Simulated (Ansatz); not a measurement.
## Pressure series in SnTe

The reference is SnTe in the rock salt structure (space group Fm-3m, No. 225).

```
CELL_PARAMETERS angstrom
      0.00000     3.18559     3.18559
      3.18559     0.00000     3.18559
      3.18559     3.18559     0.00000
ATOMIC_POSITIONS crystal
  Te 0.00000 0.00000 0.00000
  Sn 0.50000 0.50000 0.50000
```

Cell and atoms are relaxed at each pressure.

All numbers come from r2SCAN (Ansatz, a first-principles code, PAW, scalar-relativistic without spin-orbit coupling), earlier PAW set.

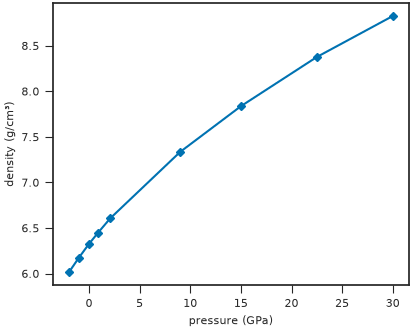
Figure. Density against pressure

| pressure (GPa) | density |
|---|---|
| -2 | 6.01 g/cm³ |
| -1 | 6.18 g/cm³ |
| 0.9 | 6.45 g/cm³ |
| 2.1 | 6.61 g/cm³ |
| 9 | 7.33 g/cm³ |
| 15 | 7.84 g/cm³ |
| 22.5 | 8.38 g/cm³ |
| 30 | 8.83 g/cm³ |

Load acts through the strain it causes; cell and atoms are relaxed under it. No phonon test of stability was made. Competing high-pressure phases were not computed. The final runs are not spin-polarised.
